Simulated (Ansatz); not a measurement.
Band structure of Ni (Fm-3m, 1 atom in the cell).

```xyz
1
Lattice="0.0000 1.7371 1.7371 1.7371 0.0000 1.7371 1.7371 1.7371 0.0000" Properties=species:S:1:pos:R:3 pbc="T T T"
Ni     0.0000     0.0000     0.0000
```
Moments meant for the start (each program seeds them in its own way; μB, in the order of the atoms Ni): 1.0.

Method: PBE, PAW files (plane waves; Ansatz, a program for electronic structure).

Settings: basis.ecutwfc = 420 eV; kpoints.mp_grid.grid = 11 11 11; hamiltonian.xc = pbe; hamiltonian.pseudopotentials = {kind: paw} (an earlier, softer set of the program's PAW files); magnetization.spin_polarized = true; scf.occupations.method = fermi_dirac; scf.occupations.width = 0.1 eV; kpoints.band_path.npoints = 8.

The starting cell has typed, rounded lattice constants, without a prior relaxation at this level. Its lattice was rescaled by a random factor within 2.5 % of one. With one magnetic atom in the cell only a parallel order is possible.

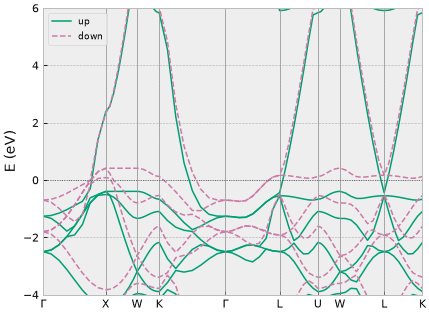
Fig. 1. Bands along the path, energies from the Fermi level.

Levels in eV from the Fermi level, bands 6 to 13 of the first spin channel:
```
point      6      7      8      9     10     11     12     13
-----  -----  -----  -----  -----  -----  -----  -----  -----
Γ      -2.50  -2.50  -2.50  -1.27  -1.27  23.82  28.03  28.03
X      -4.39  -0.51  -0.40  -0.40   2.39   9.51  15.08  15.08
W      -3.20  -3.20  -1.34  -0.40   7.89   7.89  10.17  11.44
K      -3.89  -2.18  -1.10  -0.67   5.83   7.44  10.24  17.48
L      -2.50  -2.50  -0.55  -0.55  -0.44   5.91  22.34  25.20
U      -3.89  -2.18  -1.10  -0.67   5.83   7.44  10.24  17.48
```

Bands cross the Fermi level along this path, so the cell is metallic at this level.

The net moment of the cell came out as 0.58 μB.

Keys are those of Ansatz 0.2.
